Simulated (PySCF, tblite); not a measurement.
# C4H5F4O radical: geometry, infrared bands and EPR parameters

Wanted: the infrared bands and EPR parameters of C4H5F4O radical (`CO[CH][C@@H](F)C(F)(F)F`), by calculation.

Programs: tblite 0.8.0 and PySCF 2.14.0, with density-fitted response routines of our own. Each step states its level of theory. These are calculated values for one molecule in the gas phase, unless marked as measured. Atoms count from 0, in the outputs and in this text.

## (1) Starting geometry

14 atoms, charge 0, multiplicity 2; geometry from: force field or distance geometry start.

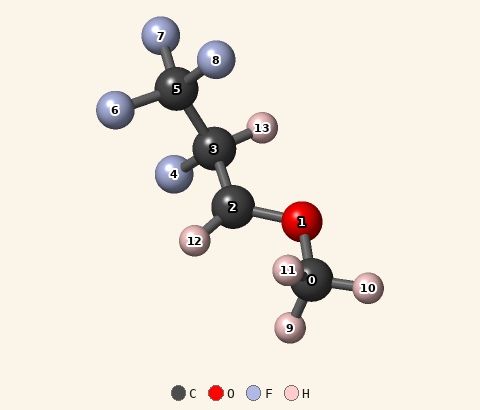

As it starts; carbon dark grey, oxygen red, fluorine light blue, hydrogen pink, atoms numbered.

## (2) Geometry optimisation with GFN2-xTB

What the job is given:

```
{"job": {"kind": "relax", "xc": "GFN2-xTB", "basis": "xTB"}, "charge": 0, "multiplicity": 2}
C     -2.481600    -0.119500     0.306300
O     -1.149800    -0.479900     0.595500
C     -0.282000    -0.209800    -0.421200
C      1.148800    -0.564700    -0.286500
F      1.496200    -1.392400    -1.310400
C      2.068400     0.644700    -0.257600
F      1.976300     1.383900    -1.391700
F      3.376400     0.281100    -0.116400
F      1.796000     1.465000     0.785600
H     -2.867200    -0.678000    -0.552700
H     -3.113400    -0.367700     1.171300
H     -2.570500     0.957800     0.128300
H     -0.700400     0.230400    -1.314800
H      1.302100    -1.151300     0.637100
```

On the command line:

```
$ OMP_NUM_THREADS=1 python probes_run.py task.json out
```

One launch serves the whole session: the jobs run in the order shown.

What it wrote:

```text
step      E/eV     max force
  0    -926.04368    1.487
  1    -926.11176    0.458
  2    -926.12620    0.370
  3    -926.13596    0.279
  4    -926.14081    0.170
  5    -926.14359    0.107
  6    -926.14605    0.139
  7    -926.14811    0.131
  8    -926.14968    0.093
  9    -926.15079    0.076
 10    -926.15192    0.090
 11    -926.15324    0.128
 12    -926.15453    0.116
 13    -926.15554    0.094
 14    -926.15627    0.067
 15    -926.15684    0.068
 16    -926.15729    0.064
 17    -926.15763    0.038
 18    -926.15796    0.043
 19    -926.15834    0.057
 20    -926.15873    0.067
 21    -926.15901    0.043
 22    -926.15920    0.043
 23    -926.15936    0.041
 24    -926.15956    0.052
 25    -926.15974    0.050
 26    -926.15987    0.029
 27    -926.15996    0.034
 28    -926.16003    0.032
 29    -926.16010    0.022
 30    -926.16015    0.014
 31    -926.16018    0.017
 32    -926.16023    0.022
 33    -926.16029    0.023
 34    -926.16039    0.026
 35    -926.16050    0.029
 36    -926.16062    0.028
 37    -926.16076    0.032
 38    -926.16089    0.028
 39    -926.16101    0.025
 40    -926.16110    0.026
 41    -926.16118    0.024
 42    -926.16126    0.026
 43    -926.16133    0.022
 44    -926.16138    0.017
 45    -926.16142    0.019
 46    -926.16146    0.020
 47    -926.16152    0.026
 48    -926.16160    0.027
 49    -926.16166    0.020
 50    -926.16170    0.013
 51    -926.16173    0.014
 52    -926.16176    0.018
 53    -926.16181    0.022
 54    -926.16188    0.025
 55    -926.16199    0.026
 56    -926.16213    0.031
 57    -926.16233    0.033
 58    -926.16252    0.036
 59    -926.16266    0.030
 60    -926.16275    0.019
 61    -926.16282    0.021
 62    -926.16288    0.021
 63    -926.16294    0.028
 64    -926.16302    0.024
 65    -926.16312    0.028
 66    -926.16324    0.025
 67    -926.16334    0.031
 68    -926.16345    0.037
 69    -926.16358    0.037
 70    -926.16380    0.035
 71    -926.16404    0.027
 72    -926.16424    0.043
 73    -926.16434    0.027
 74    -926.16443    0.019
 75    -926.16454    0.024
 76    -926.16463    0.029
 77    -926.16470    0.017
 78    -926.16474    0.018
 79    -926.16479    0.020
 80    -926.16483    0.016
 81    -926.16487    0.014
 82    -926.16489    0.009
```

Wall time 0.36 s (1 thread of Arm Neoverse V2, shared host).

Along the way: (not every step is listed)

| step | energy from step 0 (eV) | largest force (eV/Å) |
| --- | --- | --- |
| 0 | 0.0000 | 1.4871 |
| 1 | -0.0681 | 0.4582 |
| 2 | -0.0825 | 0.3703 |
| 3 | -0.0923 | 0.2786 |
| 4 | -0.0971 | 0.1699 |
| 5 | -0.0999 | 0.1066 |
| 6 | -0.1024 | 0.1386 |
| 7 | -0.1044 | 0.1313 |
| 8 | -0.1060 | 0.0931 |
| 14 | -0.1126 | 0.0672 |
| 20 | -0.1150 | 0.0675 |
| 26 | -0.1162 | 0.0291 |
| 32 | -0.1165 | 0.0221 |
| 38 | -0.1172 | 0.0276 |
| 44 | -0.1177 | 0.0171 |
| 50 | -0.1180 | 0.0129 |
| 56 | -0.1185 | 0.0311 |
| 62 | -0.1192 | 0.0209 |
| 68 | -0.1198 | 0.0367 |
| 74 | -0.1208 | 0.0194 |
| 77 | -0.1210 | 0.0174 |
| 78 | -0.1211 | 0.0176 |
| 79 | -0.1211 | 0.0196 |
| 80 | -0.1212 | 0.0156 |
| 81 | -0.1212 | 0.0145 |
| 82 | -0.1212 | 0.0088 |

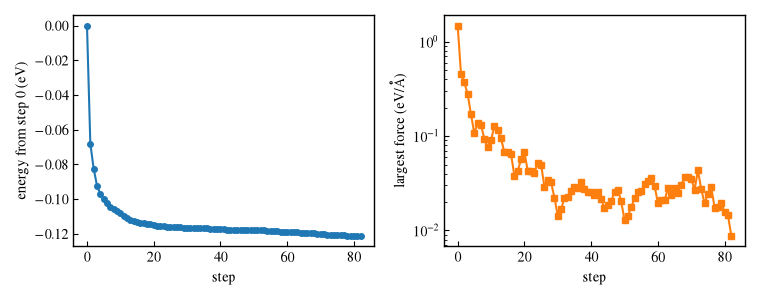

Energy and largest force along the relaxation.

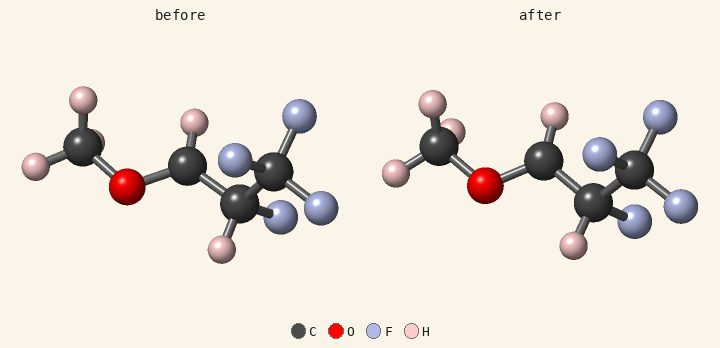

Before and after, at one scale.

Close pairs (by a distance rule), those that changed most:

| bond | before (Å) | after (Å) | change (Å) |
| --- | --- | --- | --- |
| C3–F4 | 1.362 | 1.404 | +0.042 |
| C5–F7 | 1.365 | 1.334 | -0.031 |
| C5–F6 | 1.357 | 1.335 | -0.022 |
| C3–C5 | 1.520 | 1.539 | +0.019 |
| C5–F8 | 1.355 | 1.342 | -0.013 |
| C2–C3 | 1.480 | 1.468 | -0.012 |
| C0–H10 | 1.100 | 1.088 | -0.011 |
| C3–H13 | 1.105 | 1.096 | -0.009 |

The end geometry stands in the next job.

## (3) Vibrational analysis with GFN2-xTB

What the job is given:

```
{"job": {"kind": "ir", "xc": "GFN2-xTB", "basis": "xTB"}, "charge": 0, "multiplicity": 2}
C     -2.525394    -0.171450     0.293516
O     -1.189297    -0.551639     0.516993
C     -0.276602    -0.082500    -0.368026
C      1.107921    -0.538859    -0.195916
F      1.493304    -1.467673    -1.175531
C      2.106107     0.625884    -0.319592
F      1.994189     1.272319    -1.482262
F      3.374689     0.231953    -0.202111
F      1.886735     1.527864     0.649070
H     -2.876202    -0.522967    -0.681871
H     -3.112267    -0.635320     1.083913
H     -2.637209     0.916316     0.342714
H     -0.592899     0.430014    -1.259782
H      1.246248    -1.034415     0.771741
```

What it wrote:

```text
mode    cm-1     km/mol
  1      38.8      0.32
  2      49.3      0.44
  3      72.6      4.76
  4     143.3      5.75
  5     151.5      7.91
  6     186.2      2.17
  7     264.7      2.00
  8     287.8     13.45
  9     323.4      9.00
 10     366.8      3.02
 11     431.3     16.81
 12     457.8     21.22
 13     517.2     15.69
 14     539.5     10.25
 15     631.3     48.08
 16     822.6     28.51
 17     866.3    115.30
 18    1007.4      5.91
 19    1067.5    236.36
 20    1086.8    257.15
 21    1096.3    149.53
 22    1110.3      2.38
 23    1149.2      0.77
 24    1157.5    182.26
 25    1200.6     12.48
 26    1225.6     37.25
 27    1246.3     28.23
 28    1381.0     21.10
 29    1409.7     20.59
 30    1451.6     11.48
 31    1460.4     10.20
 32    2936.0     21.54
 33    2951.3     22.53
 34    2955.8      6.44
 35    3037.0      3.78
 36    3116.6     11.87
```

Wall time 0.32 s (1 thread of Arm Neoverse V2, shared host).

The strongest bands and the atoms that carry them (share of the mass-weighted mode):

| cm⁻¹ | km/mol | atoms |
| --- | --- | --- |
| 631 | 48.1 | F8 28 %, F7 20 %, C3 16 %, C5 15 % |
| 823 | 28.5 | C3 42 %, F6 28 %, H13 11 % |
| 866 | 115.3 | C3 65 %, F4 27 % |
| 1068 | 236.4 | C5 52 %, H13 12 %, F8 11 % |
| 1087 | 257.1 | C5 65 %, F7 12 % |
| 1096 | 149.5 | C2 19 %, C0 17 %, O1 16 %, C3 14 % |
| 1158 | 182.3 | C5 67 %, H13 12 %, F6 12 % |
| 1226 | 37.2 | H13 75 %, C3 13 % |

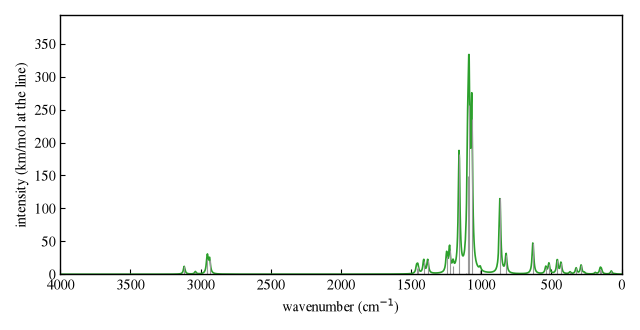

The infrared spectrum from these modes, unscaled. Lines are broadened to a width of 14 cm⁻¹ (Lorentzian).

## (4) EPR parameters: B3LYP/pcH-1

Settings changed since step 3:

```diff
@@ -1,2 +1,2 @@
-{"job": {"kind": "ir", "xc": "GFN2-xTB", "basis": "xTB"}, "charge": 0, "multiplicity": 2}
+{"job": {"kind": "epr", "basis": "pcH-1"}, "charge": 0, "multiplicity": 2}
 C     -2.525394    -0.171450     0.293516
```

With the program's defaults for keys left out, this is: UKS B3LYP, pcH-1 on C F H O, non-relativistic, mean-field spin-orbit, GIAO.

What it wrote:

```text
UKS, coarse grid
  cycle   1  E = -629.79016957  |g| = 8.07e-01
  cycle   2  E = -629.41518176  |g| = 1.39e+00
  cycle   3  E = -629.99380000  |g| = 8.83e-02
  cycle   4  E = -629.99522166  |g| = 6.87e-02
  cycle   5  E = -629.99684225  |g| = 1.24e-02
  cycle   6  E = -629.99689335  |g| = 4.61e-03
  cycle   7  E = -629.99690207  |g| = 1.75e-03
  cycle   8  E = -629.99690343  |g| = 8.70e-04
UKS, final grid
  cycle   1  E = -629.99690718  |g| = 1.22e-03
  cycle   2  E = -629.99690669  |g| = 1.84e-03
  cycle   3  E = -629.99690760  |g| = 1.27e-04
  cycle   4  E = -629.99690761  |g| = 3.35e-05
  cycle   5  E = -629.99690761  |g| = 2.36e-05
E = -629.99690761 Eh   <S^2> = 0.7535 (exact 0.7500)
g shifts (ppm)      1          2          3
  rmc          -221       -221       -221
  gc             13         81         50
  oz_so        -111        967       2171
  total        -319        827       2000
hyperfine (MHz)  atom isotope    a_iso     a_fc   dipolar eigenvalues
    0   13C      -6.46      -6.46     -1.77     -0.92      2.69
    1   17O     -26.70     -26.70    -77.86     37.49     40.37
    2   13C      84.01      84.01    -71.77    -71.08    142.85
    3   13C     -11.78     -11.78     -2.42      0.84      1.57
    4   19F     314.62     314.62   -109.15   -100.27    209.42
    5   13C      26.27      26.27     -2.63     -1.33      3.96
    6   19F       2.68       2.68     -8.30     -1.51      9.81
    7   19F      15.57      15.57    -11.22    -10.32     21.54
    8   19F      30.71      30.71    -13.03    -11.20     24.24
    9    1H      16.73      16.73     -3.62     -3.31      6.93
   10    1H      -1.84      -1.84     -3.53     -2.80      6.33
   11    1H      17.27      17.27     -3.92     -3.39      7.31
   12    1H     -56.57     -56.57    -33.64     -0.98     34.62
   13    1H      -0.12      -0.12     -5.63     -3.97      9.60
```

Wall time 77 s (1 thread of Arm Neoverse V2, shared host); peak memory 1 GiB.

Principal g values 2.00200, 2.00315, 2.00432; g(iso) = 2.00316, against 2.00232 for a free electron.

Hyperfine couplings; where a row names several nuclei, a(iso) is their mean (it holds for fast rotation or exchange) and the dipolar term the largest among them:

| nuclei | isotope | a(iso) (MHz) | a(iso) (G, at g = 2.0023) | largest dipolar term (MHz) |
| --- | --- | --- | --- | --- |
| F4 | 19F | 314.6 | 112.3 | 209.4 |
| C2 | 13C | 84.0 | 30.0 | 142.8 |
| H12 | 1H | -56.6 | -20.2 | 34.6 |
| O1 | 17O | -26.7 | -9.5 | -77.9 |
| C5 | 13C | 26.3 | 9.4 | 4.0 |
| F6, F7, F8 | 19F | 16.3 | 5.8 | 24.2 |
| C3 | 13C | -11.8 | -4.2 | -2.4 |
| H9, H10, H11 | 1H | 10.7 | 3.8 | 7.3 |
| C0 | 13C | -6.5 | -2.3 | 2.7 |
| H13 | 1H | -0.1 | 0.0 | 9.6 |

Mulliken spin populations:

C0 -0.02; O1 0.15; C2 0.83; C3 -0.03; F4 0.04; C5 0.02; F6 0.00; F7 0.00; F8 0.00; H9 0.01; H10 0.00; H11 0.02; H12 -0.04; H13 0.00

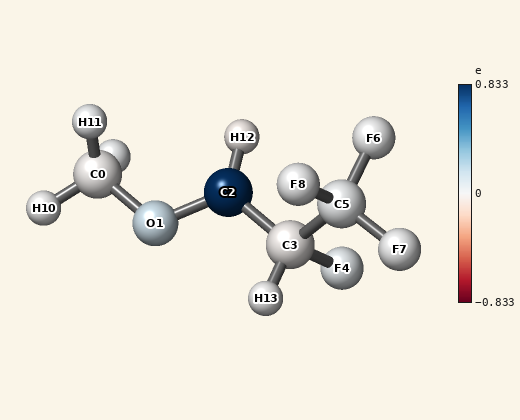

Mulliken spin populations, as colours on the atoms.

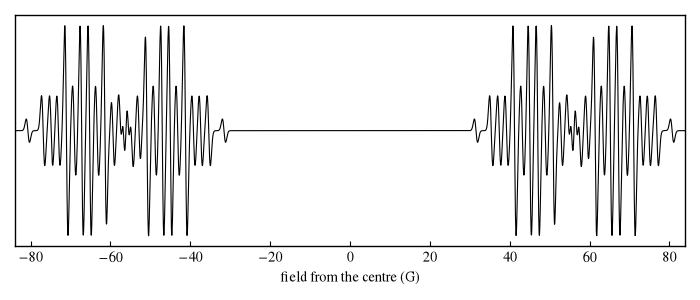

First-order isotropic spectrum (first derivative, main isotopes with spin only, couplings over 0.8 MHz, Gaussian width 0.4 G; couplings of the frozen geometry, rotation of groups not averaged beyond the rows shown).

The fields below are evaluated on a grid from the run's orbitals.

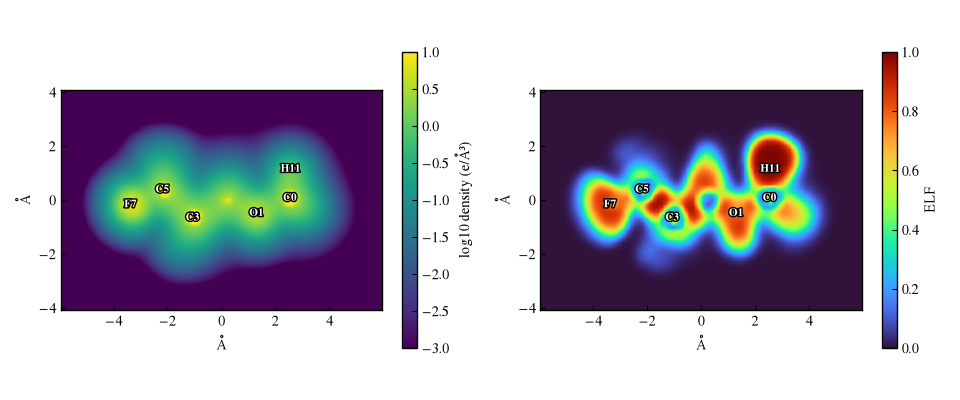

Density (left) and ELF (right) in a plane through or near 6 of the atoms.

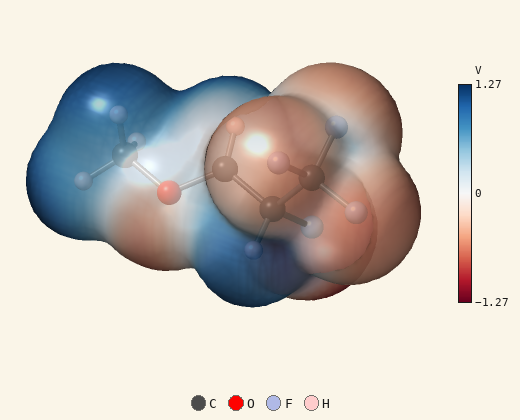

Electrostatic potential on the surface of density 0.002 e/bohr³; red is low, blue high. It runs from -0.96 V near F4 to 1.27 V near H12.

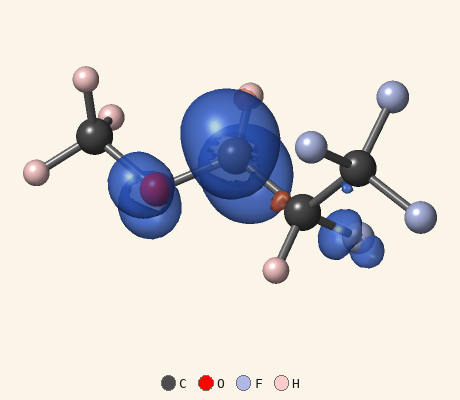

Spin density at ±0.04 e/Å³ (alpha excess blue, beta excess red).

## (5) Summary of results

| quantity | value |
| --- | --- |
| strongest single infrared mode (GFN2-xTB) | 1087 cm⁻¹, 257 km/mol |
| zero-point energy (GFN2-xTB) | 54.6 kcal/mol |
| g(iso) (B3LYP) | 2.00316 |
| ⟨S²⟩ | 0.753 (exact 0.75) |
| largest a(iso) (averaged by class) | 19F on F4, 314.6 MHz |
| potential on the surface of density 0.002 e/bohr³, 1st and 99th percentile | -0.96 V and 1.27 V |

**Reading.** Relaxing lowered the energy by 0.121 eV in 82 steps; the close pair that moved most is C3–F4, from 1.362 to 1.404 Å. All 36 modes are real, so the xTB geometry is a minimum. The strongest single mode, at 1087 cm⁻¹, moves mainly C5. Unscaled tight-binding wavenumbers are off by several per cent, some by more. Its intensities can rank the bands wrongly. C2 carries the largest spin population, 0.83 e. The isotropic g lies 0.8 ppt above the free-electron value. The conformer search found further structures of the same energy, which may be mirror or relabelled copies of this one.
